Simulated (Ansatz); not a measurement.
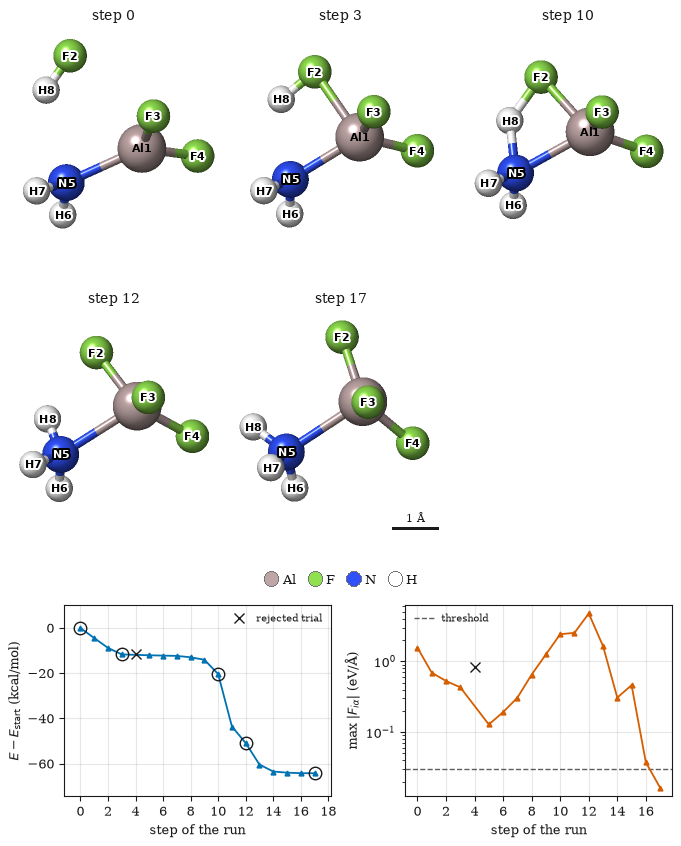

Frames of a relaxation of AlNH₃F₃, marked on the history of the run. The picture is a ball-and-stick view, seen at a tilt.

The run prepares an end point of a later path (reaction) calculation, from a guessed geometry.

These are results of Ansatz, RHF/6-31G*, not measurements. Settings: no spin polarisation; force threshold 0.03 eV/Å; at most 50 steps.

> Describe the path.

The energy falls by 64.2 kcal/mol in 16 accepted moves (17 points after the start). Largest force component: 1.6 eV/Å at the start, 0.016 eV/Å at the end. The line search rejected the trial step at point 4 of the run. The largest move after the best rigid fit is that of H8, 1.29 Å. Largest moves by element: H 1.29 Å, F 1.03 Å, Al 0.72 Å, N 0.37 Å. Among the contacts that change: F2–H8 0.921 → 2.773 Å, N5–H8 2.255 → 1.006 Å, Al1–F2 2.879 → 1.646 Å, Al1–N5 1.863 → 2.028 Å. New bonds form, among them: Al1–F2 (2.88 → 1.65 Å), N5–H8 (2.25 → 1.01 Å). Bonds break, among them: F2–H8 (0.92 → 2.77 Å). Among the angles between lasting bonds that change: F3–Al1–N5 120.0° → 100.7°, Al1–N5–H6 120.2° → 110.7°, F3–Al1–F4 120.2° → 116.6°. From step 0 to 3: F2 moves most (0.58 Å), energy −11.7 kcal/mol. From step 3 to 10: H8 moves most (0.50 Å), energy −8.66 kcal/mol. From step 10 to 12: H8 moves most (0.39 Å), energy −30.5 kcal/mol. From step 12 to 17: F and H atoms move most (0.52 Å), energy −13.3 kcal/mol.

```tsv
step	E − E(0), kcal/mol	largest force component, eV/Å	note
0	0.00	1.5600	
1	-4.44	0.6932	
2	-8.79	0.5291	
3	-11.68	0.4300	
4	-11.37	0.8405	rejected
5	-12.06	0.1285	
6	-12.21	0.1919	
7	-12.34	0.3071	
8	-12.95	0.6516	
9	-14.04	1.2560	
10	-20.35	2.4259	
11	-43.54	2.5302	
12	-50.85	4.7581	
13	-60.35	1.6481	
14	-63.45	0.3075	
15	-63.94	0.4617	
16	-64.18	0.0375	
17	-64.20	0.0164
```

Limits of the set-up: the start holds two separate molecules, 2.3 Å apart at their closest, whose relative position is a soft coordinate and is computed without a dispersion correction; Hartree-Fock leaves out electron correlation.
